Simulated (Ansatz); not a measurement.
Electronic density of states of amorphous Zr$_{18}$Si$_{48}$O$_{132}$, density 2.92 g/cm³, on a 2×2×2 Γ-centred mesh with a Gaussian width of 0.1 eV; energies count from the Fermi level, whose place inside the gap is arbitrary. Cell and mesh are small, so fine structure isn't converged. These are PBE, scalar-relativistic without spin-orbit coupling (plane waves to 420 eV, PAW; Ansatz, a program for electronic structure) values and carry that method's errors. Sampling: a 2×2×2 Γ-centred mesh; Fermi-Dirac width 0.02 eV; no spin polarisation. At PBE the levels at both edges of the gap are localised (band-tail or defect states), and the nearest spread-out levels lie 4.6 eV apart at the zone centre.

It comes from a melt-quench run on a machine-learned potential (CHGNet), relaxed afterwards by DFT. O atoms were pushed apart under 1.9 Å during the dynamics, to hinder bonds among them. The hot cell started wider than the set density and was brought back towards it in steps. It is the lowest in DFT energy of 8 quenches. It is a model cell: composition and starting density were chosen by hand, and all elements were melted together. No dispersion term was used. Its density started from a set value of 2.92 and ended at 2.92 g/cm³. The simulated quench (nominally 300 K/ps over its main leg) is rapid and tends to freeze in more defects than a deposited or slowly cooled glass has. Values belong to this one cell and scatter from quench to quench. The volume was held where the preparation left it and the shape relaxed, at a PBE pressure of 0.8 GPa. Stress components on the final sampling reach 0.8 GPa.

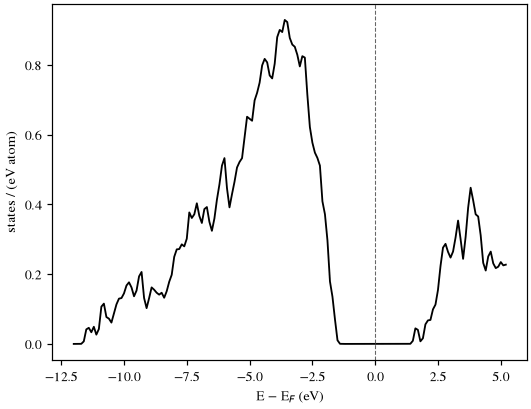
*Density of states per atom*

The gap between localised states on this mesh is 3.28 eV; the broadening fills part of it in the curve.
